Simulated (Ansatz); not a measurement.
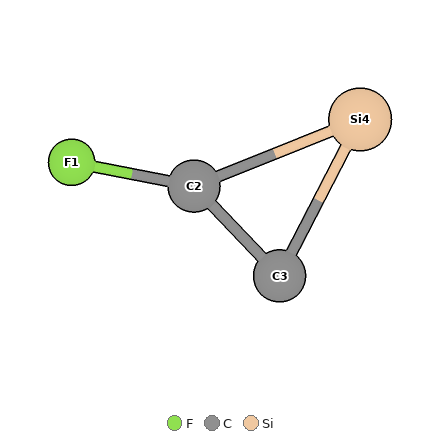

The system is C₂FSi, spin multiplicity 2; the picture shows the reference structure. First axis: bond length F1–C2. Second axis: angle F1–C2–Si4. Nothing is relaxed (all other coordinates rigid). Grid: 13 × 13 points. Points are written as (first, second). Energies are in kJ/mol, from the relaxed molecule at the same level. The calculation used UKS PBE-D4/def2-TZVP (Ansatz).

Its coordinates:

```xyz
4

F     0.0626    0.1019    1.6526
C    -0.0071   -0.0286    0.3404
C    -0.3450   -0.8366   -0.6482
Si    0.2895    0.7633   -1.3448
```

Range: bond length F1–C2 from 1.083 to 1.981 Å; angle F1–C2–Si4 from 102.0 to 179.0°.

> What landscape does the calculation give?

The lowest grid point is at (1.307 Å, 146.9°), 0.34 kJ/mol from the relaxed molecule at the same level. It is the only kind of minimum in the scanned range. The highest grid point, (1.083 Å, 179.0°), lies 335 kJ/mol above the lowest. Round the minimum the two coordinates are weakly coupled (coupling −0.09 in units of the two stiffnesses).

| angle F1–C2–Si4 ↓, bond length F1–C2 → | 1.083 | 1.158 | 1.232 | 1.307 | 1.382 | 1.457 | 1.532 | 1.607 | 1.681 | 1.756 | 1.831 | 1.906 | 1.981 |
| --- | --- | --- | --- | --- | --- | --- | --- | --- | --- | --- | --- | --- | --- |
| 179.0 | 335 | 197 | 123 | 88 | 80 | 88 | 104 | 126 | 149 | 173 | 197 | 219 | 240 |
| 172.6 | 281 | 150 | 83 | 54 | 51 | 62 | 82 | 107 | 132 | 158 | 184 | 208 | 230 |
| 166.2 | 242 | 116 | 54 | 30 | 30 | 44 | 66 | 93 | 120 | 148 | 174 | 199 | 222 |
| 159.7 | 214 | 93 | 34 | 13 | 15 | 32 | 56 | 84 | 112 | 141 | 168 | 194 | 217 |
| 153.3 | 197 | 79 | 22 | 3 | 8 | 26 | 51 | 80 | 109 | 138 | 165 | 191 | 214 |
| 146.9 | 189 | 72 | 18 | 0 | 6 | 25 | 51 | 80 | 109 | 138 | 165 | 191 | 214 |
| 140.5 | 188 | 73 | 20 | 3 | 9 | 29 | 55 | 84 | 113 | 142 | 168 | 193 | 216 |
| 134.1 | 195 | 80 | 27 | 11 | 17 | 37 | 63 | 92 | 120 | 148 | 174 | 198 | 219 |
| 127.6 | 209 | 94 | 41 | 24 | 30 | 49 | 75 | 103 | 131 | 157 | 182 | 204 | 224 |
| 121.2 | 229 | 113 | 59 | 42 | 47 | 66 | 91 | 118 | 144 | 169 | 192 | 213 | 231 |
| 114.8 | 256 | 139 | 83 | 64 | 69 | 86 | 110 | 136 | 161 | 184 | 204 | 222 | 238 |
| 108.4 | 290 | 171 | 112 | 92 | 94 | 110 | 133 | 158 | 181 | 201 | 218 | 231 | 244 |
| 102.0 | 332 | 209 | 148 | 124 | 124 | 138 | 160 | 183 | 204 | 219 | 230 | 239 | 247 |

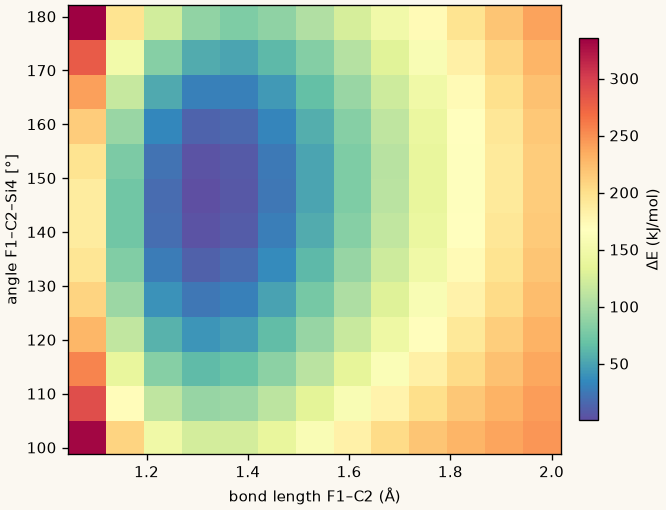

In the figure: one coloured cell a grid point.

The whole map (169 points run) took 16 min on 1 thread of Arm Neoverse V1, with other jobs on the host.
